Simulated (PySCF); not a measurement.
# C5H14NP2: the cost of one run

Programs: PySCF 2.14.0. All values are calculated, for the isolated system unless a continuum is named. Atoms count from 0, parts from 1.

## Step 1: The system as given

22 atoms, charge 1, multiplicity 1; geometry: GFN2-xTB, rigid scan. Parts: 1 = atoms 0–7, `C=CP=P`, charge 0; 2 = atoms 8–21, `C[NH+](C)C`, charge 1.

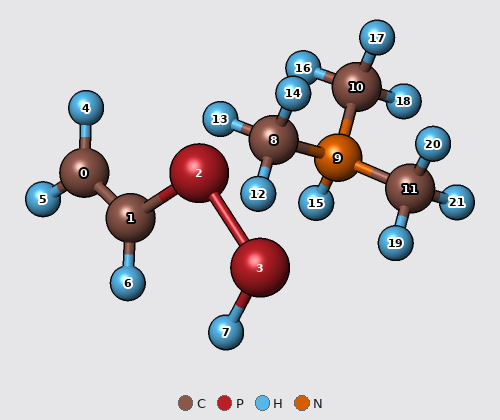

The starting geometry (carbon brown, phosphorus red, hydrogen blue, nitrogen orange), atoms numbered.

## Step 2: Interaction energy: 1.73 Å

What the job is given:

```
{"job": {"kind": "inter", "xc": "OLYP", "basis": "def2-SVP"}, "charge": 1, "multiplicity": 1, "parts": [{"atoms": "0-7", "charge": 0, "multiplicity": 1}, {"atoms": "8-21", "charge": 1, "multiplicity": 1}]}
C     -1.217605    -0.095670     0.159328
C      0.107021    -0.081144     0.032159
P      1.089734     1.268862     0.705800
P      2.999503     0.871311     0.113883
H     -1.751584     0.694549     0.661041
H     -1.811131    -0.901684    -0.239908
H      0.623450    -0.888091    -0.478909
H      2.829013    -0.304249    -0.609366
C      3.686842     2.586472     2.899082
N      3.772508     3.110926     1.528870
C      2.762102     4.152348     1.294564
C      5.127498     3.594162     1.227906
H      4.400386     1.776011     3.035209
H      2.685264     2.204604     3.088312
H      3.908271     3.375828     3.616236
H      3.561151     2.308438     0.884803
H      1.765580     3.743781     1.454805
H      2.921195     4.986390     1.977142
H      2.826689     4.517481     0.271539
H      5.848422     2.786826     1.343119
H      5.394484     4.403489     1.906898
H      5.179082     3.963059     0.205424
```

Method: OLYP/def2-SVP interaction energy, counterpoise and uncorrected, gas phase.

Launch:

```console
$ OMP_NUM_THREADS=1 python cluster_run.py task.json out
```

This one command runs all jobs of the session in turn.

Q: Estimate the wall time and peak memory of this first job on 1 thread of Arm Neoverse N1, shared host.

About 96 s, with a peak of 0.58 GiB.
